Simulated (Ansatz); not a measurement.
# How far to go with the k-point mesh: SrSO4 (R3m, 6 atoms in the cell)

```
SrSO4
1.0
    0.00000     3.62242     3.62242
    3.62242     0.00000     3.62242
    3.62242     3.62242     0.00000
Sr S O
1 1 4
Direct
  0.50399   0.50399   0.50399
  0.00000   0.00000   0.00000
  0.88106   0.88106   0.88106
  0.35682   0.88106   0.88106
  0.88106   0.88106   0.35682
  0.88106   0.35682   0.88106
```

Method: LDA (PW92), default PAW files made with PBE (plane waves; Ansatz, a first-principles code).

Base settings: basis.ecutwfc = 30.9 Ry; kpoints.mp_grid.grid = 6 6 6; hamiltonian.xc = lda; hamiltonian.pseudopotentials = {kind: paw} (the program's default PAW files); scf.occupations.method = fixed.

The second cell is the first with its lattice scaled by 0.98.

Only quantities that move along the ladder and can be compared are tabulated.

The count of work is k-points × plane waves × bands × iterations; it is no time. Core times come from one kind of shared machine, to one figure; runs under 30 s give none.

The starting cell comes from a database of computed structures (which also holds hypothetical and non-ambient phases and stackings), without a prior relaxation at this level. Its lattice was rescaled by up to half a per cent. One atom was moved a little off its site on purpose. In the base run, with a pressure of about -7 GPa the cell is away from its equilibrium volume at this level. Ansatz's pressure includes its estimate of the finite-basis (Pulay) stress.

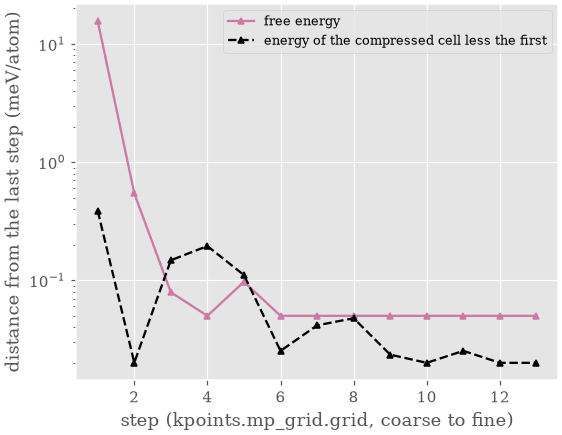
Figure: Distance from the last step along the ladder; very small values are drawn at a floor.

```tsv
kpoints.mp_grid.grid	free energy less the last step's (meV/atom)	energy of the compressed cell less the first (meV/atom)	pressure (GPa)	largest difference of a force vector from the last step's (eV/Å)	gap on the mesh (eV)	count of work / last	core time / last (rough)
2 2 2	15.67	-19.71	-6.49	0.107	3.508	0.0082	–
3 3 3	0.54	-20.12	-6.64	0.007	3.534	0.012	–
4 4 4	-0.08	-19.95	-6.64	0.000	3.532	0.027	–
5 5 5	-0.04	-19.91	-6.64	0.000	3.534	0.039	–
6 6 6	0.10	-20.21	-6.64	0.000	3.532	0.065	–
7 7 7	-0.02	-20.13	-6.64	0.000	3.533	0.090	–
8 8 8	-0.04	-20.06	-6.64	0.000	3.532	0.13	–
9 9 9	0.01	-20.15	-6.64	0.000	3.533	0.17	–
10 10 10	0.00	-20.08	-6.64	0.000	3.532	0.24	–
11 11 11	-0.01	-20.08	-6.64	0.000	3.533	0.30	0.3
13 13 13	0.00	-20.07	-6.64	0.000	3.533	0.47	0.4
14 14 14	0.01	-20.12	-6.64	0.000	3.532	0.59	0.4
15 15 15	0.00	-20.09	-6.64	0.000	3.533	0.70	0.5
17 17 17	0.00	-20.10	-6.64	0.000	3.533	1.0	1
```

Coarsest kpoints.mp_grid.grid that holds the free energy within 0.5 meV/atom of the last step, with all finer ones: 4 4 4, at 0.027 of the last step's count of work; the step before is off by 0.54 meV/atom.

Coarsest kpoints.mp_grid.grid that holds the pressure within 0.05 GPa of the last step, with all finer ones: 3 3 3, at 0.012 of the last step's count of work; the step before is off by 0.16 GPa.

The energy difference between the two cells stays within 1 meV/atom of the last step's from 2 2 2 on, the total only from 3 3 3 on: much of the error is common to both cells and cancels.

Keys are those of Ansatz 0.2.
